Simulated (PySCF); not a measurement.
**doublet [S2F2]+ at 6 levels**

Wanted: a comparison of 6 runs (UHF/3-21G, UB3LYP/6-31G*, U-wB97X/def2-SVPD, UB2PLYP/def2-SVPD, UCAM-B3LYP/def2-SVPD, USCS-MP2/def2-SVPD) of doublet [S2F2]+. 

The results are computed with PySCF 2.14.0.

3 further runs of the same task are left out: 3 set aside as unsound or not needed.

### 1 The system as given

[S2F2]+: 4 atoms, total charge +1, spin state doublet. As SMILES of the parent species, `FS(F)=S`. The shape is that of a GFN2-xTB optimisation. That shape belongs to the parent species and isn't relaxed for this state.

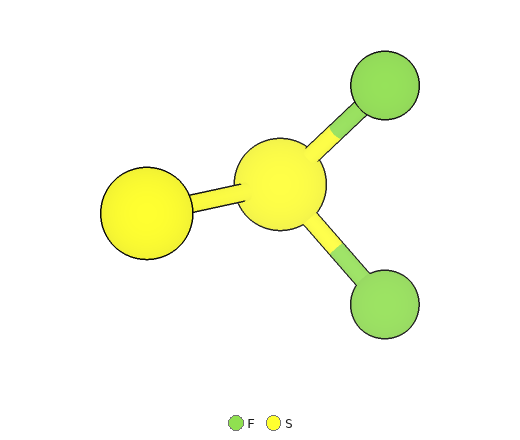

Viewed from a chosen angle; fluorine green, sulfur yellow.

### 2 A single-point energy at UHF/3-21G (run 1)

File job.py:

```python
from pyscf import gto

mol = gto.M(
    atom=[
    ('F', (0.766610, 0.341640, 1.237090)),
    ('S', (-0.514710, -0.073220, 0.231030)),
    ('F', (0.333030, -1.428520, -0.291570)),
    ('S', (-0.584940, 1.160090, -1.176550)),
],
    spin=1,
    basis='3-21g',
    verbose=3,
    max_memory=1860,
    charge=1,
)

mf = mol.UHF()
mf.conv_tol = 1e-10
mf.kernel()
if not mf.converged:
    mf = mf.newton().run(mf.mo_coeff, mf.mo_occ)

e_tot = mf.e_tot
print('Final energy', e_tot)
```

Launch:

```console
$ OMP_NUM_THREADS=1 python job.py
```

Output:

```text
converged SCF energy = -988.400811311261  <S^2> = 0.77530568  2S+1 = 2.0251476
Final energy -988.4008113112614
```

Run time: 1.1 s. Hardware: 1 thread of Arm Neoverse V1, shared host; peak memory 0.12 GiB.

### 3 The energy at UB3LYP/6-31G(d) (spherical functions) (run 2)

File input.py:

```python
from pyscf import gto, dft

mol = gto.M(
    atom='''
F      1.448683     0.645606     2.337761
S     -0.972661    -0.138366     0.436583
F      0.629335    -2.699512    -0.550987
S     -1.105376     2.192252    -2.223357
''',
    charge=1,
    unit='bohr',
    verbose=4,
    basis='6-31g*',
    spin=1,
    max_memory=1860,
)

calc0 = dft.UKS(mol)
calc0.xc = 'b3lyp'
calc0.conv_tol = 1e-10
calc0.grids.level = 5
calc0.kernel()
if not calc0.converged:
    calc0 = calc0.newton().run(calc0.mo_coeff, calc0.mo_occ)

e_tot = calc0.e_tot
print('Final energy', e_tot)
```

Launch:

```console
$ OMP_NUM_THREADS=1 python input.py
```

Output:

```text
PySCF version 2.14.0

[... 114 lines left out ...]
converged SCF energy = -995.602141937224  <S^2> = 0.75618648  2S+1 = 2.0061769
Final energy -995.6021419372236
```

Wall time 23 s (1 thread of Arm Neoverse V1, shared host); peak memory 0.35 GiB.

Runs 3 to 4 aren't shown in full; the table further down has their settings and results.

### 4 The energy at UCAM-B3LYP/def2-SVPD (run 5)

File run.py:

```python
from pyscf import gto, dft

mol = gto.M(
    atom='F 0.766610 0.341640 1.237090; S -0.514710 -0.073220 0.231030; F 0.333030 -1.428520 -0.291570; S -0.584940 1.160090 -1.176550',
    max_memory=1860,
    charge=1,
    basis='def2-svpd',
    verbose=4,
    spin=1,
)

calc0 = dft.UKS(mol, xc='cam-b3lyp')
calc0.grids.level = 5
calc0.conv_tol = 1e-10
calc0.kernel()
if not calc0.converged:
    calc0 = calc0.newton().run(calc0.mo_coeff, calc0.mo_occ)

energy = calc0.e_tot
print('E(%s) = %.9f' % ('CAM-B3LYP', energy))
```

Launch:

```console
$ OMP_NUM_THREADS=1 python run.py
```

Output:

```text
PySCF version 2.14.0

[... 53 lines left out ...]
WARN: HOMO -0.307924623615794 >= LUMO -0.307924623615793
[... 66 lines left out ...]
converged SCF energy = -995.208144166132  <S^2> = 0.75868316  2S+1 = 2.0086644
E(CAM-B3LYP) = -995.208144166
```

Run time: 50 s. Hardware: 1 thread of Arm Neoverse V1, shared host; peak memory 0.52 GiB.

### 5 A single-point energy at USCS-MP2/def2-SVPD (run 6)

File job.py:

```python
from pyscf import gto, mp

mol = gto.M(
    atom='''
F      1.448683     0.645606     2.337761
S     -0.972661    -0.138366     0.436583
F      0.629335    -2.699512    -0.550987
S     -1.105376     2.192252    -2.223357
''',
    unit='bohr',
    spin=1,
    verbose=3,
    max_memory=1860,
    basis='def2-svpd',
    charge=1,
)

calc0 = mol.UHF()
calc0.conv_tol = 1e-10
calc0.kernel()
if not calc0.converged:
    calc0 = calc0.newton().run(calc0.mo_coeff, calc0.mo_occ)

pt = mp.MP2(calc0, frozen=12).run()
etot = calc0.e_tot + 1.2 * pt.e_corr_os + pt.e_corr_ss / 3
print(f'total energy: {etot:.8f} hartree')
```

Launch:

```console
$ OMP_NUM_THREADS=1 python job.py
```

Output:

```text
converged SCF energy = -993.088143585488  <S^2> = 0.77719567  2S+1 = 2.0270132
E(UMP2) = -993.746530421624  E_corr = -0.658386836135309
E(SCS-UMP2) = -993.722440612631  E_corr = -0.634297027142809
total energy: -993.72244061 hartree
```

It took 6 s on 1 thread of Arm Neoverse V1, shared host; peak memory 0.27 GiB.

### 6 All runs side by side

```
run                                level  integration grid  frozen core orbitals  energy (Eh)  HOMO energy (eV)  LUMO energy (eV)   ⟨S²⟩  wall time
  1                            UHF/3-21G                 –                     –  -988.400811            -19.03             -8.69  0.775      1.1 s
  2  UB3LYP/6-31G* (spherical functions)                 5                     –  -995.602142            -15.92            -13.30  0.756       23 s
  3                    U-wB97X/def2-SVPD                 5                     –  -995.178468            -18.79            -11.06  0.760       52 s
  4                    UB2PLYP/def2-SVPD                 5                    12  -994.826893            -17.47            -11.64  0.763       43 s
  5                 UCAM-B3LYP/def2-SVPD                 5                     –  -995.208144            -17.76            -12.08  0.759       50 s
  6                   USCS-MP2/def2-SVPD                 –                    12  -993.722441            -19.21             -8.68  0.777        6 s
```

### 7 Results

| quantity | value |
| --- | --- |
| run 6: total energy | -993.72244 Eh |
| run 6: HOMO energy (Hartree–Fock orbitals) (highest over α and β) | -19.21 eV |
| run 6: LUMO energy (Hartree–Fock orbitals) (lowest over α and β) | -8.68 eV |
| run 6: correlation energy (12 core orbitals frozen) | -634.3 mEh |
| run 6: ⟨S²⟩ of the reference determinant | 0.777 |

**Reading.** Totals of different functionals can't be ranked against each other. All runs together took 2.9 min, the longest 52 s.
